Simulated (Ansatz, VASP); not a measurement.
# Cross-check of SnSe2 between VASP and Ansatz

Wanted: the spread between two codes on one cell, functional and k mesh.

Method: plane waves, with VASP 6.6.1 beside it; relaxation of cell and atoms at PBEsol, in Ansatz 0.2.0.

### 1. Set-up

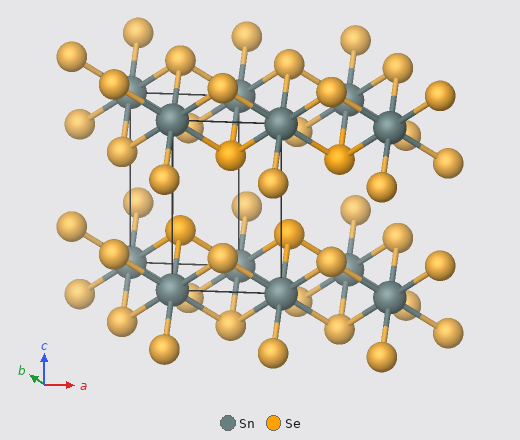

The cell as given, slightly off an axis (tin teal, selenium orange). 2×1×1 cells are drawn. Some periodic images of atoms are drawn too.

### 2. Ansatz: relaxation of cell and atoms, PBEsol

Ansatz runs on its default PAW (the set named soft_2) files.

The relaxed volume is the usual yardstick between codes: its relative difference is about their pressure difference at one cell divided by the bulk modulus.

Contents of input.yaml:

```yaml
crystal:
  lattice:
    - [3.8108, 0.0, 0.0]
    - [-1.9054, 3.3002496087, 0.0]
    - [0.0, 0.0, 6.141]
  atoms:
    - { symbol: Sn, position: [0.0, 0.0, 0.0] }
    - { symbol: Se, position: [0.6666666667, 0.3333333333, 0.7508] }
    - { symbol: Se, position: [0.3333333333, 0.6666666667, 0.2492] }
hamiltonian:
  xc: pbesol
  pseudopotentials: { kind: paw }
kpoints:
  mp_grid: { grid: [10, 10, 6] }
scf:
  occupations: { method: gaussian, width: 0.03 }
relax:
  f_tol: 0.01
  max_steps: 60
  cell: { stress_tol: 0.05 }
output:
  forces: true
  stress: true
```

On the command line:

```sh
$ ansatz run input.yaml --threads 4 --pin off --max-ram 9216MiB --backend cpu --events-out ev --progress --plain --runs-dir out
```

Numbers of over 12 decimals in the logs are rounded to 6 here.

The log of the run:

```text
Engine: ansatz 0.2.0, aarch64-unknown-linux-gnu
Pseudopotentials: kind: paw
Pseudopotential: Sn, paw, valence charge 14, recommended cutoff 420 eV (normal), Sn.paw.azcp
Pseudopotential: Se, paw, valence charge 16, recommended cutoff 420 eV (normal), Se.paw.azcp
Functional definition: PBEsol
  exchange = pbesol_x
  correlation = pbesol_c
Crystal: 3 atoms, lattice volume = 77.233 Å³
Basis set: ecut = 420 eV, 1509 PW (Γ), exchange–correlation on 54×54×90 points (8 copies of the dense FFT grid, shifted against one another)
Bands: 28, of which v1, the nominal top of the filled ones, is band 23 counted from 1 (22 counted from 0)
Symmetry: 12 space group operations
Space group: P-3m1 (ITA 164), of the structure as read, at distance tolerance 4.3e-5 Å
k-points: 72 of 600
Non-local potential: Sn, projectors of the file, l = 0: 2, l = 1: 2, l = 2: 2, l = 3: 2
Non-local potential: Se, projectors of the file, l = 0: 2, l = 1: 2, l = 2: 3, l = 3: 1
PAW form: soft (Blöchl's): semilocal exchange-correlation on the pseudo side does not see the compensation charge
PAW frozen core: Sn, regenerated for the run's functional, and the local potential with it (the file was generated under x = pbe(κ = 0.804, μ = 0.219515), c = pbe(β = 0.066725))
PAW frozen core: Se, regenerated for the run's functional, and the local potential with it (the file was generated under x = pbe(κ = 0.804, μ = 0.219515), c = pbe(β = 0.066725))
PAW one-centre angular grid: Sn, 590 points (default); XC on 64 Gauss nodes
PAW one-centre angular grid: Se, 590 points (default); XC on 64 Gauss nodes
Initial density: superposition of atomic densities (neutral atoms: chi_scale 0, normalization atom), corrected by the library's trained network
Initial wavefunctions: pseudopotential atomic-orbital guess
Functional: x = pbesol(κ = 0.804, μ = 0.123457), c = pbesol(β = 0.046)
SCF iter   1: F=—  HF=-16799.190301 eV  |F-HF|=—  |Δ(HF+E_count)|=         —  Δρ=2.26e-3  dr2=3.73e-3  ethr=1.77e-3  ⟨swp⟩=6.6  Hψ=9009  notcnv=0
preconditioner: auto → Resta (q_TF=auto, 2.503 Å⁻¹)  ε∞=2.8  [insulator: Δε(μ)=0.659 eV  Ē_g=16.127 eV  σ=0.030 eV  W_gap=1.00  n_scr=22 (ndim 8)  ℏωp=21.5 eV  f_vac=0.080  D(μ)=0.00/eV (n_scr^D=0)  ε∞_Penn≈2.8]
SCF iter   2: F=—  HF=-16799.187271 eV  |F-HF|=—  |Δ(HF+E_count)|=   3.03e-3  Δρ=1.12e-3  dr2=8.60e-4  ethr=8.10e-6  ⟨swp⟩=3.0  Hψ=4539  notcnv=0  defer=72
SCF iter   3: F=—  HF=-16799.187230 eV  |F-HF|=—  |Δ(HF+E_count)|=   4.05e-5  Δρ=3.33e-4  dr2=7.10e-5  ethr=1.87e-6  ⟨swp⟩=2.0  Hψ=2880  notcnv=0  defer=72
SCF iter   4: F=—  HF=-16799.187248 eV  |F-HF|=—  |Δ(HF+E_count)|=   1.75e-5  Δρ=1.22e-4  dr2=1.20e-5  ethr=1.54e-7  ⟨swp⟩=2.0  Hψ=2869  notcnv=0  defer=72
SCF iter   5: F=—  HF=-16799.187256 eV  |F-HF|=—  |Δ(HF+E_count)|=   8.48e-6  Δρ=2.55e-5  dr2=8.50e-7  ethr=2.61e-8  ⟨swp⟩=2.0  Hψ=2401  notcnv=0  defer=72
SCF iter   6: F=—  HF=-16799.187257 eV  |F-HF|=—  |Δ(HF+E_count)|=   6.25e-7  Δρ=9.92e-6  dr2=1.05e-7  ethr=1.85e-9  ⟨swp⟩=2.0  Hψ=2514  notcnv=0  defer=72
SCF iter   7: F=-16799.187257 eV  HF=-16799.187257 eV  |F-HF|=1.54e-8  |Δ(HF+E_count)|=   1.89e-7  Δρ=2.56e-6  dr2=6.89e-9  ethr=2.17e-10  ⟨swp⟩=4.1  Hψ=6304  notcnv=0
SCF 1 converged in 7 iterations: F = -16799.187257 eV  dr2 = 6.89e-9
  greatest PAW one-centre occupation: 1.000 electrons in one spin orbital (limit 2), on the Se atom at site 2 (counted from 0), in its partial waves of l = 2
relax step   1: F+E_penalty+E_count = -16799.18725707 eV  Δ(F+E_penalty+E_count) = +0.000e0 eV  max|allowed force component| = 5.776e-1 eV/Å  Δτ_max = 0.0000 Å  P = +2.402 GPa  Ω = 77.233 Å³  (7 SCF iters, dr2 threshold 1.00e-7 eV, accepted)
[...]
relax step   2: F+E_penalty+E_count = -16799.05265222 eV  Δ(F+E_penalty+E_count) = +1.346e-1 eV  max|allowed force component| = 1.048e0 eV/Å  Δτ_max = 0.1930 Å  P = -2.845 GPa  Ω = 76.125 Å³  energy of the carried Pulay correction = +2.860e-4 eV  (6 SCF iters, dr2 threshold 3.00e-7 eV, rejected (line search))
[...]
relax step   3: F+E_penalty+E_count = -16799.21964888 eV  Δ(F+E_penalty+E_count) = -3.239e-2 eV  max|allowed force component| = 8.888e-2 eV/Å  Δτ_max = 0.0669 Å  P = -0.339 GPa  Ω = 77.527 Å³  energy of the carried Pulay correction = -7.537e-5 eV  (10 SCF iters, accepted)
[...]
relax step   4: F+E_penalty+E_count = -16799.22052558 eV  Δ(F+E_penalty+E_count) = -8.767e-4 eV  max|allowed force component| = 4.861e-3 eV/Å  Δτ_max = 0.0137 Å  P = -0.035 GPa  Ω = 77.720 Å³  energy of the carried Pulay correction = -1.245e-4 eV  (5 SCF iters, dr2 threshold 3.00e-7 eV, accepted)
[...]
relax step   5: F+E_penalty+E_count = -16799.22063662 eV  Δ(F+E_penalty+E_count) = -1.110e-4 eV  max|allowed force component| = 4.977e-3 eV/Å  Δτ_max = 0.0000 Å  P = -0.038 GPa  Ω = 77.720 Å³  stress off target by 4.39e-2 GPa  SCF on the basis re-selected at this cell (its energy is not comparable with the rows above)  (7 SCF iters)
basis re-selected at this cell: Δ(F+E_penalty+E_count) = -1.110e-4 eV, ΔP = -0.003 GPa vs the last step (what re-selecting the basis moved, of the pressure what is left beyond the Pulay correction that the steps carried, after the strain that the cell walked since its last selection, with what the two solves' SCF thresholds leave and, on support functions, any second-order correction that the steps lacked; it is no m [...]
SCF converged after 7 iterations
Free energy (F): -16799.220637 eV
Harris-Foulkes:  -16799.220637 eV  (|F-HF|=7.28e-12)
Internal energy: -16799.220637 eV  (E = F + TS)
E sigma→0 (E₀):  -16799.220637 eV
Fermi energy:    8.211397 eV
--- Per-component energies (eV) ---
  E_band       = -867.074855
  E_kinetic    = 424.795336
  E_local      = -6003.776537  (includes V_loc(G=0)·N_el)
  E_nonlocal   = -1214.412229
  E_hartree    = 3072.184202
  E_xc         = -584.534671
  E_vxc        = -291.692913  (∫ρ·V_xc dr)
  E_paw        = -7805.399814  (= ΣΔE_a)
  E_vpaw       = 73.644181  (= ΣTr[D̂ρ^β])
  E_aug_tail   = -0.001217  (compensation charges beyond the density's cutoff)
  E_ewald      = -4690.377448
  E_core_change = 2.301741  (= ΣΔE_core)
  E_smearing   = -0.000000  (= −TS)
  E_closure    = 0.000000  (closes the sum)
  Σ components = -16799.220637   (vs F -16799.220637, Δ=0.00e0)
--- Forces (eV/Å), atoms counted from 1 ---
  atom   1  Sn     0.00000000    -0.00000000    -0.00000000
  atom   2  Se     0.00000000     0.00000000     0.00497655
  atom   3  Se     0.00000000    -0.00000000    -0.00497655
  max |Σ_I F_I| component: 3.16e-30 eV/Å
--- Stress (GPa, compression-positive) ---
       -0.043864       0.000000       0.000000
       -0.000000      -0.043864      -0.000000
        0.000000      -0.000000      -0.025871
  P = ⅓ Tr σ = -0.0379 GPa (-0.379 kbar)
--- Relaxed structure (4 steps of the walk, 3 accepted, 1 SCFs on fresh bases) ---
  F+E_penalty+E_count = -16799.22063662 eV   max|allowed force component| = 4.977e-3 eV/Å   (the final SCF, on the basis selected at the relaxed cell)
  cell:  # Å, volume = 77.7203 Å³
    - [3.819107, 0.0, 0.0]
    - [-1.909553, 3.307444, 0]
    - [0.0, 0, 6.152906]
  atoms:
    - { symbol: Sn, position: [0, 0, 0] }
    - { symbol: Se, position: [0.666667, 0.333333, 0.742136] }
    - { symbol: Se, position: [0.333333, 0.666667, 0.257864] }
```

Run time: 19 s. Hardware: 4 threads of Arm Neoverse N1, shared host; peak memory 0.46 GiB.

### 3. VASP: relaxation of cell and atoms, PBEsol

The same cell, functional, mesh and smearing now go to VASP, with its own data sets and cutoff.

Lines of VASP's logs that name or quote its potential files are left out, and so is its time.

Contents of INCAR:

```
SYSTEM = SnSe2
PREC = Accurate
ENCUT = 450
EDIFF = 1E-07
NELM = 100
ISMEAR = 0
SIGMA = 0.03
LREAL = .FALSE.
ALGO = Normal
GGA = PS
NBANDS = 19
LORBIT = 11
LWAVE = .FALSE.
LCHARG = .FALSE.
KPAR = 4
IBRION = 2
NSW = 50
ISIF = 3
EDIFFG = -0.002
```

Contents of POSCAR:

```
SnSe2
1.0
    3.8108000000      0.0000000000      0.0000000000
   -1.9054000000      3.3002496087      0.0000000000
    0.0000000000      0.0000000000      6.1410000000
Sn Se
1 2
Direct
    0.0000000000      0.0000000000      0.0000000000
    0.6666666667      0.3333333333      0.7508000000
    0.3333333333      0.6666666667      0.2492000000
```

Contents of KPOINTS:

```
Automatic mesh
0
Gamma
10 10 6
0 0 0
```

The projector-augmented-wave data sets are Sn_d and Se (PBE family, release 64).

On the command line:

```sh
$ mpirun -np 4 vasp_std
```

The log of the run:

```text
[banner, memory and clock lines left out]
running    4 mpi-ranks, on    1 nodes
 distrk:  each k-point on    1 cores,    4 groups
 distr:  one band on    1 cores,    1 groups

 POSCAR found type information on POSCAR SnSe
 POSCAR found :  2 types and       3 ions
|                                                                             |
|               ----> ADVICE to this user running VASP <----                  |
|                                                                             |
|     You enforced a specific xc type in the INCAR file but a different       |
|     [... a line on the potential file left out ...]
|     I HOPE YOU KNOW WHAT YOU ARE DOING!                                     |
|                                                                             |

 LDA part: xc-table for (Slater+PW92), standard interpolation
 POSCAR, INCAR and KPOINTS ok, starting setup
 FFT: planning ... GRIDC
 FFT: planning ... GRID_SOFT
 FFT: planning ... GRID
 WAVECAR not read
 entering main loop
       N       E                     dE             d eps       ncg     rms          rms(c)
DAV:   1     0.190684738123E+03    0.19068E+03   -0.11464E+04  2775   0.141E+03
DAV:   2     0.740023742544E+01   -0.18328E+03   -0.17776E+03  3007   0.350E+02
DAV:   3    -0.125496273162E+02   -0.19950E+02   -0.19466E+02  3313   0.110E+02
DAV:   4    -0.132144412594E+02   -0.66481E+00   -0.66325E+00  3264   0.211E+01
DAV:   5    -0.132305686393E+02   -0.16127E-01   -0.16125E-01  3721   0.337E+00    0.519E+00
DAV:   6    -0.129774294602E+02    0.25314E+00   -0.47037E-01  4098   0.810E+00    0.328E+00
DAV:   7    -0.129470380902E+02    0.30391E-01   -0.16013E-01  3399   0.291E+00    0.881E-01
DAV:   8    -0.129448762556E+02    0.21618E-02   -0.12302E-02  3574   0.118E+00    0.265E-01
DAV:   9    -0.129449253043E+02   -0.49049E-04   -0.11944E-03  3024   0.259E-01    0.761E-02
DAV:  10    -0.129449296253E+02   -0.43210E-05   -0.91201E-05  3649   0.648E-02    0.282E-02
DAV:  11    -0.129449432317E+02   -0.13606E-04   -0.20459E-05  2946   0.268E-02    0.486E-03
DAV:  12    -0.129449437268E+02   -0.49508E-06   -0.12417E-06  3595   0.882E-03    0.448E-03
DAV:  13    -0.129449440135E+02   -0.28673E-06   -0.90961E-07  2976   0.573E-03    0.161E-03
DAV:  14    -0.129449440346E+02   -0.21043E-07   -0.35395E-08  2088   0.116E-03
   1 F= -.12944944E+02 E0= -.12944944E+02  d E =-.129449E+02
[... from here on, the cycles between the ionic steps are left out ...]
   2 F= -.12957415E+02 E0= -.12957415E+02  d E =-.124707E-01
   3 F= -.12976308E+02 E0= -.12976308E+02  d E =-.313644E-01
   7 F= -.12979871E+02 E0= -.12979871E+02  d E =-.119763E-03
   8 F= -.12979930E+02 E0= -.12979930E+02  d E =-.179153E-03
   9 F= -.12979975E+02 E0= -.12979975E+02  d E =-.450275E-04
  10 F= -.12980102E+02 E0= -.12980102E+02  d E =-.171935E-03
  11 F= -.12980335E+02 E0= -.12980335E+02  d E =-.404189E-03
  12 F= -.12980692E+02 E0= -.12980692E+02  d E =-.761773E-03
  13 F= -.12980964E+02 E0= -.12980964E+02  d E =-.103334E-02
  14 F= -.12981094E+02 E0= -.12981094E+02  d E =-.130650E-03
  15 F= -.12981103E+02 E0= -.12981103E+02  d E =-.139149E-03
  16 F= -.12981120E+02 E0= -.12981120E+02  d E =-.170614E-04
 trial-energy change:   -0.000017  1 .order   -0.000015   -0.000066    0.000036
 step:   0.7184(harm=  0.6943)  dis= 0.00038  next Energy=   -12.981126 (dE=-0.229E-04)
 bond charge predicted
       N       E                     dE             d eps       ncg     rms          rms(c)
DAV:   1    -0.129811967112E+02   -0.76719E-04   -0.16784E-03  3531   0.579E-01    0.464E-02
DAV:   2    -0.129811428255E+02    0.53886E-04   -0.10351E-04  3588   0.155E-01    0.214E-02
DAV:   3    -0.129811270825E+02    0.15743E-04   -0.47672E-05  3573   0.973E-02    0.472E-03
DAV:   4    -0.129811263964E+02    0.68617E-06   -0.26673E-06  2844   0.156E-02    0.241E-03
DAV:   5    -0.129811259748E+02    0.42160E-06   -0.12999E-07  2148   0.446E-03    0.922E-04
DAV:   6    -0.129811258794E+02    0.95373E-07   -0.41137E-08  1410   0.202E-03
  17 F= -.12981126E+02 E0= -.12981126E+02  d E =-.229229E-04
 curvature:  -0.49 expect dE=-0.314E-07 dE for cont linesearch -0.577E-08
 trial: gam= 0.01129 g(F)=  0.462E-11 g(S)=  0.634E-07 ort =-0.102E-05 (trialstep = 0.998E+00)
 search vector abs. value=  0.518E-07
 reached required accuracy - stopping structural energy minimisation
```

From OUTCAR (step 3):

```text
ion  position               nearest neighbor table
   1  0.000  0.000  0.000-   2 2.68   3 2.68   3 2.68   2 2.68   2 2.68   3 2.68
   2  0.667  0.333  0.751-   1 2.68   1 2.68   1 2.68
   3  0.333  0.667  0.249-   1 2.68   1 2.68   1 2.68

  LATTYP: Found a hexagonal cell.
 ALAT       =     3.8108000000
 C/A-ratio  =     1.6114726567

 Subroutine GETGRP returns: Found 12 space group operations
 (whereof 12 operations were pure point group operations)

The static configuration has the point symmetry D_3d.

 Found     72 irreducible k-points:

   k-points           NKPTS =     72   k-points in BZ     NKDIM =     72   number of bands    NBANDS=     19

   dimension x,y,z NGX =    28 NGY =   28 NGZ =   42
   dimension x,y,z NGXF=    56 NGYF=   56 NGZF=   84

   ENCUT  =  450.0 eV  33.07 Ry    5.75 a.u.   6.59  6.59 10.62*2*pi/ulx,y,z

   NELECT =      26.0000    total number of electrons

 k-points in reciprocal lattice and weights: Automatic mesh
   0.00000000  0.00000000  0.00000000       0.002
   0.10000000  0.00000000  0.00000000       0.010
   0.20000000  0.00000000  0.00000000       0.010
   0.30000000 -0.00000000  0.00000000       0.010
   0.40000000  0.00000000  0.00000000       0.010
   0.50000000  0.00000000  0.00000000       0.005
   0.10000000  0.10000000  0.00000000       0.010
   0.20000000  0.10000000  0.00000000       0.020
   0.30000000  0.10000000  0.00000000       0.020
[...]
0.40000000  0.20000000  0.50000000       0.010
   0.30000000  0.30000000  0.50000000       0.010

 average (electrostatic) potential at core
       1-102.5262       2 -53.3797       3 -53.3797

 E-fermi :   4.1861

 k-point     1 :       0.0000    0.0000    0.0000
  band No.  band energies     occupation
    ...
      9       3.4467      2.00000
     10       3.4467      2.00000
     11       3.6850      2.00000
     12       3.6850      2.00000
     13       3.9130      2.00000
     14       4.8806      0.00000
     15       6.9856      0.00000
     16       8.6055      0.00000
     17       8.6055      0.00000
     18      12.0106      0.00000
    ...

 k-point     2 :       0.1000    0.0000    0.0000
  band No.  band energies     occupation
    ...
      9       2.3425      2.00000
     10       3.0209      2.00000
     11       3.1184      2.00000
     12       3.8980      2.00000
     13       3.9988      2.00000
     14       5.7172      0.00000
     15       7.5244      0.00000
     16       8.2913      0.00000
     17       8.7780      0.00000
     18      11.8657      0.00000
    ...

 k-point     3 :       0.2000    0.0000    0.0000
  band No.  band energies     occupation
    ...
      9       0.9946      2.00000
     10       2.1170      2.00000
     11       2.4427      2.00000
     12       3.8869      2.00000
     13       3.9573      2.00000
     14       6.1383      0.00000
     15       7.6575      0.00000
     16       9.0208      0.00000
     17       9.0972      0.00000
     18      10.7666      0.00000
    ...

  Total        0.0009421      0.0009421     -0.0014724     -0.0000000      0.0000000      0.0000000
  in kB        0.0194183      0.0194183     -0.0303487     -0.0000000      0.0000000      0.0000000
  external PRESSURE =       0.0028293 kB  Pullay stress =       0.0000000 kB

  energy-cutoff  :      450.00
  volume of cell :       77.73
      direct lattice vectors                 reciprocal lattice vectors
     3.819972598  0.000000000 -0.000000000     0.261781983  0.151139898 -0.000000000
    -1.909986299  3.308193312  0.000000000    -0.000000000  0.302279796 -0.000000000
    -0.000000000  0.000000000  6.150915389     0.000000000 -0.000000000  0.162577427

 POSITION                                       TOTAL-FORCE (eV/Angst)
 -----------------------------------------------------------------------------------
      3.81997      0.00000     -0.00000         0.000000     -0.000000      0.000000
      1.90999      1.10273      4.56286         0.000000     -0.000000     -0.000007
     -0.00000      2.20546      1.58806        -0.000000      0.000000      0.000007
 -----------------------------------------------------------------------------------
    total drift:                                0.000000      0.000000     -0.000000

  FREE ENERGIE OF THE ION-ELECTRON SYSTEM (eV)
  ---------------------------------------------------
  free  energy   TOTEN  =       -12.9811258794 eV

  energy  without entropy=      -12.9811258794  energy(sigma->0) =      -12.98112588

 reached required accuracy - stopping structural energy minimisation

 total charge
# of ion       s       p       d       tot
------------------------------------------
    1        1.062   1.026  10.098  12.186
    2        1.488   2.289   0.028   3.805
    3        1.488   2.289   0.028   3.805
--------------------------------------------------
tot          4.038   5.605  10.154  19.796

[... 3 further parts left out ...]
```

### 4. Comparison

Known differences besides the PAW data sets themselves: both relaxations stop at a tolerance, which leaves soft axes loose, and VASP keeps its plane-wave basis; the data sets hold 46 valence electrons in Ansatz (default PAW (the set named soft_2) files) and 26 in VASP; the cutoff is 420 eV in Ansatz and 450 eV in VASP; Ansatz makes its cores anew for this functional, VASP keeps those of its PBE data sets; VASP leaves aspherical gradient terms in its spheres out (LASPH is not set), Ansatz keeps them; Ansatz adds a Pulay correction to the stress that steers its cell, VASP none. Total energies have different zeros and are not compared.

Compared:

| quantity | Ansatz | VASP | difference |
| --- | --- | --- | --- |
| volume (Å³) | 77.72 | 77.73 | -0.01 % |
| edge a after relaxation, in the typed setting (Å) | 3.819 | 3.820 | -0.02 % |
| edge c after relaxation, in the typed setting (Å) | 6.153 | 6.151 | +0.03 % |

The walks stopped with -0.04 GPa left in Ansatz and 0.00 GPa in VASP; each walk ends within a tolerance, so the volume difference is uncertain by about these residues over the bulk modulus, most in soft cells.

### 5. Summary of results

```yaml
difference_in_edge_c_after_relaxation_in_the_typed_setting_relaxation_of_cell_and_atoms_pbesol: 0.033 %
```

**Reading.** The difference in edge c after relaxation, in the typed setting is 0.033 % (relaxation of cell and atoms, PBEsol), within the 1.2 % picked in this series as the mark of a large difference, as far as the stopping tolerances let one tell. How closely two codes agree says nothing of how well the functional describes the real material.

[Lines on the potential files, build, host, timing and source positions are cut from VASP's logs without a mark.]

[Logs are printed without paths, hosts, clocks, repeated set-up lines and the standing remarks that a program may print on its own settings, such as how far it seeks lower states.]

[Hosts, paths, dates, database ids (printed as entryN), source tags and the programs' standing remarks are cut or masked in the printed files.]
